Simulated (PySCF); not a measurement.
## Atomic calculation for Sn⁻

Sn⁻, configuration 1s2 2s2 2p6 3s2 3p6 3d10 4s2 4p6 4d10 5s2 5p3, multiplicity 4. Computed at this level: unrestricted PBE, aug-cc-pV5Z-PP with ECP28, scalar-relativistic core potential (PySCF).

Results in brief:

- outcome: converged; a filled orbital lies above zero
- total energy (valence electrons, under a core potential): −214.303240 hartree
- ⟨S²⟩: 3.751
- SCF iterations: 7
- hardware: 1 CPU thread, shared host
- CPU time: 1.3 s (integrals apart)

Remarks:

The highest filled orbital (5p, 0.936 eV) lies above zero. That is common for anions, where the functional's self-interaction leaves the outer electrons unbound; only the finite basis holds them, so such levels depend on it.

Input file:
```python
from pyscf import gto, scf, dft, mp, cc
mol = gto.M(atom="Sn 0 0 0", charge=-1, spin=3, symmetry="D2h",
            basis="aug-cc-pV5Z-PP",
            ecp="aug-cc-pV5Z-PP")
mf = dft.UKS(mol, xc="PBE")
mf.irrep_nelec = {'Ag': (4, 4), 'B1g': (1, 1), 'B2g': (1, 1), 'B3g': (1, 1), 'B1u': (2, 1), 'B2u': (2, 1), 'B3u': (2, 1)}
mf.kernel()
```

The script is an equivalent of what the driver set up; the driver started from orbitals of its own, so the log can be shorter than this script's would be, and it computed the properties (radii, ⟨L²⟩, response) afterwards. It held the occupations shell by shell, which the script's counts by irreducible representation don't always enforce.

Output (extracts):
```
damping factor = 0
level_shift factor = 0
DIIS = <class 'pyscf.scf.diis.CDIIS'>
diis_start_cycle = 1
diis_space = 10
diis_damp = 0
SCF conv_tol = 1e-09
SCF conv_tol_grad = None
number electrons alpha = 13  beta = 10
XC functionals = PBE
    J. P. Perdew, K. Burke, and M. Ernzerhof.,  Phys. Rev. Lett. 77, 3865 (1996)
    J. P. Perdew, K. Burke, and M. Ernzerhof.,  Phys. Rev. Lett. 78, 1396 (1997)
    J. P. Perdew, K. Burke, and M. Ernzerhof.,  Phys. Rev. Lett. 77, 3865 (1996)
    J. P. Perdew, K. Burke, and M. Ernzerhof.,  Phys. Rev. Lett. 78, 1396 (1997)
cycle= 1 E= -214.302756983411  delta_E= -0.0113  |g|= 0.0531  |ddm|= 1.16
cycle= 2 E= -214.302780872138  delta_E= -2.39e-05  |g|= 0.0517  |ddm|= 0.242
cycle= 3 E= -214.303222446055  delta_E= -0.000442  |g|= 0.00411  |ddm|= 0.139
cycle= 4 E= -214.303238013459  delta_E= -1.56e-05  |g|= 0.00108  |ddm|= 0.0271
cycle= 5 E= -214.30323978524  delta_E= -1.77e-06  |g|= 5.65e-05  |ddm|= 0.00731
cycle= 6 E= -214.303239791578  delta_E= -6.34e-09  |g|= 6.06e-06  |ddm|= 0.000451
cycle= 7 E= -214.303239791662  delta_E= -8.34e-11  |g|= 8.83e-08  |ddm|= 4.61e-05
converged SCF energy = -214.303239791662  <S^2> = 3.7509279  2S+1 = 4.0004639
```

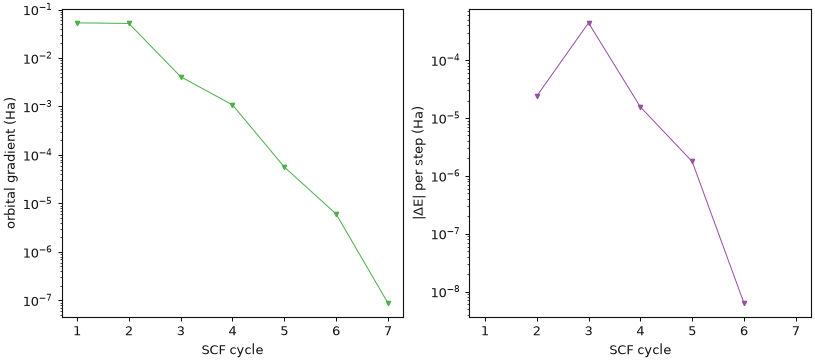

Fig. 1: Convergence: orbital gradient and change of the energy from step to step (the smallest changes aren't drawn) against the SCF cycle. The residual falls almost steadily, with no more than small rises or pauses. It goes from 0.053 to 8.8×10⁻⁸ in 7 steps.

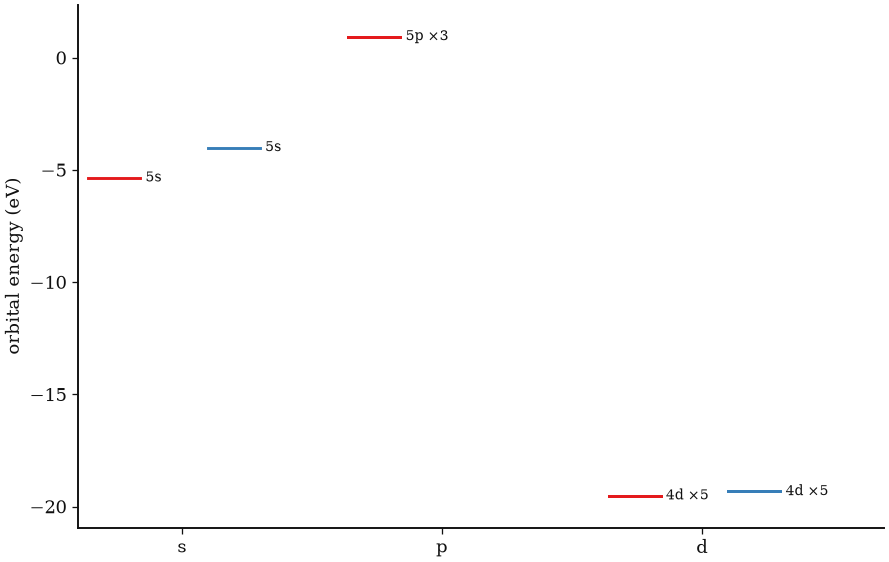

Fig. 2: Orbital energies of the mean field, from the top down to −19.5 eV, by angular momentum, α spin at the left of each column and β at the right; ×n counts the orbitals under one label. The highest filled orbital is 5p α at 0.936 eV, the lowest empty one p β at 2.37 eV. A filled level above zero isn't a property of the atom (see the remarks).

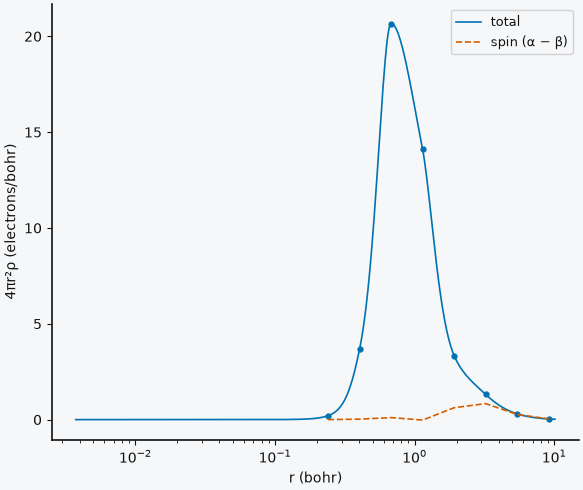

Fig. 3: Spherically averaged radial density 4πr²ρ of the mean field (valence electrons alone, under a core potential) and its spin part; markers are the stored points, which are sparse, and the line is a monotone interpolation between them. The largest stored value is 20.7 electrons/bohr at r = 0.68 bohr. Root-mean-square radii of the shells: 4s 0.876, 4p 0.952, 4d 1.20, 5s 2.63, 5p 4.33 bohr. That of 5p is set by the basis, since the level lies above zero.
